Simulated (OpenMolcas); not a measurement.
**SiPH3Cl: excited-state calculation (part 2 of 3)**

Continued. System: SiPH3Cl, multiplicity 2. Method: RASSCF/STO-3G (OpenMolcas 26.06). The geometry comes from this level: GFN2-xTB.

Geometry of the input (Å):
```
P  -0.4161  0.3396  -1.1494
Si 0.3629  -0.1321  0.8959
Cl 1.4531  -1.8456  0.8205
H  -1.4148  -0.6221  -1.1567
H  -1.2797  1.3338  -0.7221
H  1.2947  0.9264  1.3117
```

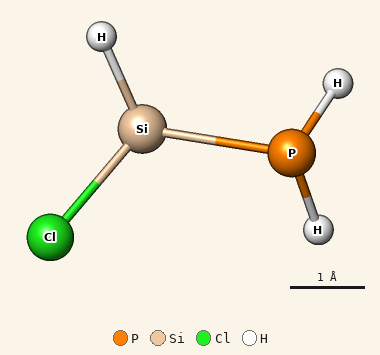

Figure 1. The structure (ball-and-stick view, seen on its broad side).

**Log, continued**
```
       47   1   12    0   -78.68190912   -1.09E-05* -1.40E-02   20  27 1 -1.07E-03*  0.37   0.90    QN   YES    0:00:00
       48   1   12    0   -78.68191864   -9.52E-06* -9.95E-03   20  27 1 -6.86E-04*  0.37   1.91    QN   YES    0:00:00
       49   1   11    0   -78.68192607   -7.43E-06* -3.48E-03   25  28 1  3.04E-04*  0.37   1.17    QN   YES    0:00:00
       50   1   11    0   -78.68192858   -2.51E-06* -7.94E-03   24  28 1  2.81E-04*  0.37   1.94    QN   YES    0:00:00
       51   1   10    0   -78.68193118   -2.60E-06* -6.32E-03   24  28 1  2.68E-04*  0.37   1.51    QN   YES    0:00:00
       52   1   10    0   -78.68193255   -1.37E-06*  6.02E-03   20  26 1  2.51E-04*  0.37   1.83    QN   YES    0:00:00
       53   1   10    0   -78.68193370   -1.15E-06* -4.64E-03   21  28 1  1.70E-04*  0.37   1.63    QN   YES    0:00:00
       54   1   10    0   -78.68193454   -8.38E-07* -3.87E-03   21  26 1 -1.09E-04*  0.37   1.73    QN   YES    0:00:00
       55   1   10    0   -78.68193528   -7.38E-07*  3.09E-03   20  26 1 -1.95E-04*  0.37   1.63    QN   YES    0:00:00
       56   1   10    0   -78.68193585   -5.70E-07* -2.99E-03   24  28 1 -1.92E-04*  0.37   1.72    QN   YES    0:00:00
       57   1   10    0   -78.68193627   -4.23E-07*  2.06E-03   24  28 1 -1.72E-04*  0.37   1.63    QN   YES    0:00:00
       58   1   10    0   -78.68193652   -2.47E-07*  1.54E-03   24  28 1 -1.12E-04*  0.37   1.61    QN   YES    0:00:00
       59   1    8    0   -78.68193665   -1.35E-07*  8.91E-04   20  26 1  9.01E-05   0.37   1.54    QN   YES    0:00:00
       60   1    8    0   -78.68193672   -6.98E-08*  5.13E-04   20  26 1  6.21E-05   0.37   1.51    QN   YES    0:00:00
       61   1    8    0   -78.68193676   -3.60E-08*  3.98E-04   21  28 1  3.09E-05   0.37   1.55    QN   YES    0:00:00
       62   1    7    0   -78.68193678   -2.03E-08* -4.88E-04   20  26 1 -2.51E-05   0.37   1.62    QN   YES    0:00:00
       63   1    7    0   -78.68193679   -1.32E-08* -5.45E-04   20  26 1 -3.32E-05   0.37   1.72    QN   YES    0:00:00
       64   1    7    0   -78.68193680   -1.01E-08* -4.33E-04   24  28 1  2.35E-05   0.37   1.76    QN   YES    0:00:00
       65   1    7    0   -78.68193681   -8.02E-09   2.33E-04   24  28 1  1.95E-05   0.37   1.70    QN   YES    0:00:00
      Convergence after 65 iterations
       66   1    7    0   -78.68193682   -5.39E-09   2.33E-04   24  28 1  1.32E-05   0.37   1.70    QN   YES    0:00:00

      ************************************************************************************************************************
                                                      Wave function printout:
                       occupation of active orbitals, and spin coupling of open shells (u,d: Spin up or down)
      ************************************************************************************************************************

      Note: transformation to natural orbitals
      has been made, which may change the order of the CSFs.

      printout of CI-coefficients larger than  0.05 for root  1
      energy=   -1078.871616
      conf/sym  11111111     Coeff  Weight
             1  2222u000  -0.95351 0.90918
             2  22220u00   0.09904 0.00981
             3  222200u0   0.12649 0.01600
             7  222uud00   0.07677 0.00589
            11  222uu0d0  -0.07412 0.00549
            29  2u222000   0.15727 0.02473
            53  22202u00  -0.05881 0.00346
            54  2220u200  -0.07753 0.00601

      printout of CI-coefficients larger than  0.05 for root  2
      energy=   -1078.699731
      conf/sym  11111111     Coeff  Weight
             2  22220u00  -0.17167 0.02947
             5  222u2000   0.63817 0.40726
             6  222udu00   0.16400 0.02690
             8  222u0200  -0.05619 0.00316
             9  222ud0u0  -0.07046 0.00497
            11  222uu0d0  -0.11486 0.01319
            17  22u22000  -0.47575 0.22634
            18  22u2du00  -0.07384 0.00545
            21  22u2d0u0   0.07567 0.00573
            23  22u2u0d0   0.10907 0.01190
            29  2u222000   0.08628 0.00744
            30  2u22du00   0.07329 0.00537
            41  u2222000   0.44068 0.19420
            42  u222du00   0.09204 0.00847
            43  u222ud00   0.06465 0.00418
            47  u222u0d0  -0.08554 0.00732
            96  22uu20d0   0.06222 0.00387
           117  u22u2d00  -0.07271 0.00529

      printout of CI-coefficients larger than  0.05 for root  3
      energy=   -1078.633628
      conf/sym  11111111     Coeff  Weight
             1  2222u000  -0.09474 0.00898
             3  222200u0   0.05092 0.00259
             5  222u2000   0.31223 0.09749
            11  222uu0d0  -0.08218 0.00675
            17  22u22000  -0.27760 0.07706
            18  22u2du00   0.06161 0.00380
            19  22u2ud00   0.07833 0.00614
            21  22u2d0u0   0.10640 0.01132
            23  22u2u0d0   0.13937 0.01943
            29  2u222000  -0.46811 0.21913
            33  2u22d0u0   0.06672 0.00445
            35  2u22u0d0   0.11693 0.01367
            41  u2222000  -0.64912 0.42136
            42  u222du00  -0.05672 0.00322
            45  u222d0u0   0.11538 0.01331
            47  u222u0d0   0.17362 0.03014
            65  22ud20u0   0.06697 0.00448
            85  u22d20u0   0.05749 0.00331
            93  22uu2d00  -0.05421 0.00294
            96  22uu20d0   0.09607 0.00923
           108  2u2u20d0   0.05638 0.00318
           120  u22u20d0   0.10358 0.01073

      printout of CI-coefficients larger than  0.05 for root  4
      energy=   -1078.614904
      conf/sym  11111111     Coeff  Weight
             1  2222u000  -0.13595 0.01848
             2  22220u00   0.18729 0.03508
             3  222200u0  -0.36908 0.13622
             5  222u2000  -0.09408 0.00885
             6  222udu00  -0.07649 0.00585
            21  22u2d0u0  -0.05508 0.00303
            29  2u222000  -0.62361 0.38890
            31  2u22ud00   0.05452 0.00297
            33  2u22d0u0   0.28685 0.08229
            35  2u22u0d0   0.21293 0.04534
            41  u2222000   0.39987 0.15990
            42  u222du00  -0.06719 0.00451
            45  u222d0u0  -0.09778 0.00956
            47  u222u0d0  -0.16360 0.02677
            75  2u2d20u0   0.10429 0.01088
           108  2u2u20d0   0.13425 0.01802
           120  u22u20d0  -0.09677 0.00936

      printout of CI-coefficients larger than  0.05 for root  5
      energy=   -1078.589806
      conf/sym  11111111     Coeff  Weight
             2  22220u00   0.13701 0.01877
             3  222200u0  -0.75689 0.57289
             5  222u2000   0.13101 0.01716
             9  222ud0u0   0.08482 0.00719
            11  222uu0d0  -0.13585 0.01846
            17  22u22000  -0.07047 0.00497
            21  22u2d0u0  -0.11269 0.01270
            23  22u2u0d0   0.07513 0.00564
            29  2u222000   0.36859 0.13586
            30  2u22du00  -0.08615 0.00742
            33  2u22d0u0   0.22644 0.05127
            35  2u22u0d0  -0.19023 0.03619
            41  u2222000  -0.18404 0.03387
            45  u222d0u0   0.07967 0.00635
            47  u222u0d0   0.06285 0.00395
            55  222020u0   0.08523 0.00726
            56  2220udu0   0.07612 0.00579
            85  u22d20u0   0.08454 0.00715
           108  2u2u20d0  -0.10510 0.01105

      Natural orbitals and occupation numbers for root  1
      sym 1:   1.998677   1.995580   1.999568   1.972226   1.003622   0.027669   0.002342   0.000316

      Natural orbitals and occupation numbers for root  2
      sym 1:   1.998998   1.993693   1.047286   1.985396   1.875581   0.091965   0.006366   0.000715

      Natural orbitals and occupation numbers for root  3
      sym 1:   1.033621   1.999365   1.966775   1.980654   1.946671   0.048921   0.022740   0.001254

      Natural orbitals and occupation numbers for root  4
      sym 1:   1.999211   1.214832   1.995219   1.955378   1.535630   0.040394   0.257802   0.001534

      Natural orbitals and occupation numbers for root  5
      sym 1:   1.988645   1.732568   1.998754   1.918962   0.532509   0.038393   0.788518   0.001651

      ************************************************************************************************************************
      *                                                    Final results                                                     *
      ************************************************************************************************************************

++    Final optimization conditions:
      ------------------------------

      Average CI energy                           -1078.68193682
      RASSCF energy for state  5                  -1078.58980573
      Super-CI energy                                -0.00000000
      RASSCF energy change                           -0.00000001
      Max change in MO coefficients               2.120E-04
      Max non-diagonal density matrix element     2.326E-04
      Maximum BLB matrix element                  1.318E-05
      (orbital pair  24,  28 in symmetry   1)
      Norm of electronic gradient            4.344E-02
--

      Final state energy(ies):
      ------------------------

::    RASSCF root number  1 Total energy:  -1078.87161557
::    RASSCF root number  2 Total energy:  -1078.69973125
::    RASSCF root number  3 Total energy:  -1078.63362769
::    RASSCF root number  4 Total energy:  -1078.61490385
::    RASSCF root number  5 Total energy:  -1078.58980573

++    Molecular orbitals:
      -------------------

      Pseudonatural active orbitals and approximate occupation numbers

      MOLECULAR ORBITALS FOR SYMMETRY SPECIES 1: a

      INDEX  ENERGY  OCCUPATION COEFFICIENTS ...
          1 -103.6664    2.0000
                19 CL3    1s     ( 0.9945)
          2  -78.9451    2.0000
                 1 P1     1s     ( 0.9940)
          3  -67.8865    2.0000
                10 SI2    1s     ( 0.9940)
          4  -10.3572    2.0000
                19 CL3    1s     (-0.3770)  20 CL3    2s     ( 1.0535)
          5   -7.7997    2.0000
                22 CL3    2px    (-0.4561)  24 CL3    2py    ( 0.8758)
          6   -7.7962    2.0000
                22 CL3    2px    ( 0.6789)  24 CL3    2py    ( 0.3200)  26 CL3    2pz    (-0.6451)
          7   -7.7958    2.0000
                22 CL3    2px    (-0.5569)  24 CL3    2py    (-0.3291)  26 CL3    2pz    (-0.7490)
          8   -7.2642    2.0000
                 1 P1     1s     (-0.3560)   2 P1     2s     ( 1.0417)
          9   -5.8937    2.0000
                10 SI2    1s     (-0.3435)  11 SI2    2s     ( 1.0373)
         10   -5.0881    2.0000
                 6 P1     2py    ( 0.9548)   8 P1     2pz    ( 0.2203)
         11   -5.0877    2.0000
                 4 P1     2px    ( 0.7223)   6 P1     2py    (-0.1711)   8 P1     2pz    ( 0.6381)
         12   -5.0864    2.0000
                 4 P1     2px    (-0.6606)   6 P1     2py    (-0.1421)   8 P1     2pz    ( 0.7106)
         13   -3.9151    2.0000
                13 SI2    2px    ( 0.5274)  15 SI2    2py    (-0.8123)  17 SI2    2pz    ( 0.1013)
         14   -3.9133    2.0000
                13 SI2    2px    (-0.3490)  15 SI2    2py    (-0.3344)  17 SI2    2pz    (-0.8457)
         15   -3.9120    2.0000
                13 SI2    2px    (-0.7426)  15 SI2    2py    (-0.4217)  17 SI2    2pz    ( 0.4729)
         16   -1.0062    2.0000
                12 SI2    3s     ( 0.1430)  20 CL3    2s     (-0.2773)  21 CL3    3s     ( 0.9538)
         17   -0.8051    2.0000
                 2 P1     2s     (-0.2564)   3 P1     3s     ( 0.6641)   5 P1     3px    (-0.1737)  21 CL3    3s     (-0.1176)
                28 H4     1s     ( 0.2710)  29 H5     1s     ( 0.2757)
         18   -0.5836    2.0000
                 3 P1     3s     ( 0.1238)  11 SI2    2s     ( 0.2156)  12 SI2    3s     (-0.5636)  14 SI2    3px    (-0.1378)
                21 CL3    3s     ( 0.3420)  23 CL3    3px    ( 0.1714)  24 CL3    2py    ( 0.1237)  25 CL3    3py    (-0.4249)
                27 CL3    3pz    (-0.1712)  30 H6     1s     (-0.3222)
         19   -0.4897    2.0000
                 6 P1     2py    (-0.1832)   7 P1     3py    ( 0.4759)  16 SI2    3py    ( 0.1270)  23 CL3    3px    ( 0.1748)
                28 H4     1s     (-0.4470)  29 H5     1s     ( 0.4731)  30 H6     1s     ( 0.1151)
         20   -0.4329    2.0000
                 7 P1     3py    ( 0.1471)  14 SI2    3px    (-0.1439)  15 SI2    2py    ( 0.1307)  16 SI2    3py    (-0.2950)
                21 CL3    3s     (-0.1167)  22 CL3    2px    ( 0.1644)  23 CL3    3px    (-0.5951)  25 CL3    3py    ( 0.2658)
                28 H4     1s     (-0.2051)  29 H5     1s     ( 0.1460)  30 H6     1s     (-0.4323)
         21   -0.3350    1.7993
                 2 P1     2s     (-0.1213)   3 P1     3s     ( 0.4940)   4 P1     2px    (-0.1439)   5 P1     3px    ( 0.4108)
                 8 P1     2pz    ( 0.1022)   9 P1     3pz    (-0.3077)  23 CL3    3px    (-0.1980)  25 CL3    3py    (-0.2865)
                26 CL3    2pz    (-0.1662)  27 CL3    3pz    ( 0.6134)  28 H4     1s     (-0.2007)  29 H5     1s     (-0.2181)

         22   -0.3517    1.7791
                 3 P1     3s     (-0.3158)   5 P1     3px    (-0.2702)   9 P1     3pz    ( 0.1509)  22 CL3    2px    ( 0.1692)
                23 CL3    3px    (-0.6278)  24 CL3    2py    ( 0.1592)  25 CL3    3py    (-0.5855)  28 H4     1s     ( 0.1555)
                29 H5     1s     ( 0.1234)  30 H6     1s     ( 0.2567)
         23   -0.3906    1.9115
                 3 P1     3s     (-0.3437)   4 P1     2px    ( 0.1035)   5 P1     3px    (-0.2791)   9 P1     3pz    ( 0.2130)
                23 CL3    3px    ( 0.2170)  25 CL3    3py    ( 0.2021)  26 CL3    2pz    (-0.2104)  27 CL3    3pz    ( 0.7732)
                28 H4     1s     ( 0.1331)  29 H5     1s     ( 0.1261)  30 H6     1s     (-0.1960)
         24   -0.3470    1.8208
                 5 P1     3px    ( 0.2086)   7 P1     3py    (-0.1295)   8 P1     2pz    (-0.1962)   9 P1     3pz    ( 0.5542)
                11 SI2    2s     (-0.1242)  12 SI2    3s     ( 0.3898)  13 SI2    2px    ( 0.1359)  14 SI2    3px    (-0.3408)
                16 SI2    3py    ( 0.1446)  17 SI2    2pz    ( 0.1136)  18 SI2    3pz    (-0.2575)  23 CL3    3px    ( 0.1623)
                25 CL3    3py    (-0.2230)  28 H4     1s     (-0.1051)  29 H5     1s     (-0.1288)  30 H6     1s     (-0.1623)

         25   -0.0510    1.3454
                 5 P1     3px    ( 0.1138)   7 P1     3py    (-0.1001)   8 P1     2pz    (-0.1252)   9 P1     3pz    ( 0.3984)
                11 SI2    2s     ( 0.1332)  12 SI2    3s     (-0.5356)  13 SI2    2px    (-0.2049)  14 SI2    3px    ( 0.5970)
                17 SI2    2pz    ( 0.1853)  18 SI2    3pz    (-0.5216)  23 CL3    3px    (-0.1464)  27 CL3    3pz    ( 0.1522)
                30 H6     1s     ( 0.1952)
         26    0.4108    0.0716
                 3 P1     3s     ( 0.3546)   4 P1     2px    (-0.1232)   5 P1     3px    ( 0.4344)   7 P1     3py    (-0.1586)
                 8 P1     2pz    (-0.2008)   9 P1     3pz    ( 0.7220)  12 SI2    3s     (-0.4225)  14 SI2    3px    ( 0.1982)
                16 SI2    3py    (-0.2114)  17 SI2    2pz    (-0.2870)  18 SI2    3pz    ( 0.9438)  27 CL3    3pz    (-0.1451)

         27    0.3609    0.2703
                11 SI2    2s     (-0.1311)  12 SI2    3s     ( 0.5652)  13 SI2    2px    (-0.1309)  14 SI2    3px    ( 0.4524)
                15 SI2    2py    ( 0.2796)  16 SI2    3py    (-0.9310)  21 CL3    3s     (-0.4668)  22 CL3    2px    (-0.1013)
                23 CL3    3px    ( 0.4399)  24 CL3    2py    ( 0.1497)  25 CL3    3py    (-0.6514)  29 H5     1s     ( 0.1608)

         28    0.5718    0.0020
                 3 P1     3s     (-0.1077)   5 P1     3px    ( 0.2147)  11 SI2    2s     ( 0.1129)  12 SI2    3s     (-0.6168)
                13 SI2    2px    ( 0.2219)  14 SI2    3px    (-0.7792)  15 SI2    2py    ( 0.1719)  16 SI2    3py    (-0.6133)
                18 SI2    3pz    (-0.2406)  25 CL3    3py    ( 0.1814)  29 H5     1s     ( 0.2095)  30 H6     1s     ( 1.0319)

--

      Von Neumann Entropy (Root   1) =  0.62238

      Mulliken population analysis for root number:  1
      -----------------------------------------------

++    Molecular charges:
      ------------------

      Mulliken charges per centre and basis function type
      ---------------------------------------------------

                P1      SI2     CL3     H4      H5      H6
      1s       1.9998  1.9997  2.0000  1.0962  1.0990  1.1700
      2s       1.9941  1.9899  1.9990  0.0000  0.0000  0.0000
      2px      1.9775  1.9655  1.9973  0.0000  0.0000  0.0000
      2pz      1.9792  1.9651  1.9993  0.0000  0.0000  0.0000
      2py      1.9732  1.9579  1.9943  0.0000  0.0000  0.0000
      3s       1.7304  1.4015  1.9846  0.0000  0.0000  0.0000
      3px      1.0961  0.7995  1.8426  0.0000  0.0000  0.0000
      3pz      1.1581  0.7910  1.9578  0.0000  0.0000  0.0000
      3py      0.8569  0.5424  1.6819  0.0000  0.0000  0.0000
      Total   14.7653 13.4125 17.4570  1.0962  1.0990  1.1700

      N-E      0.2347  0.5875 -0.4570 -0.0962 -0.0990 -0.1700

      Total electronic charge=   49.000000

      Total            charge=   -0.000000
--
```
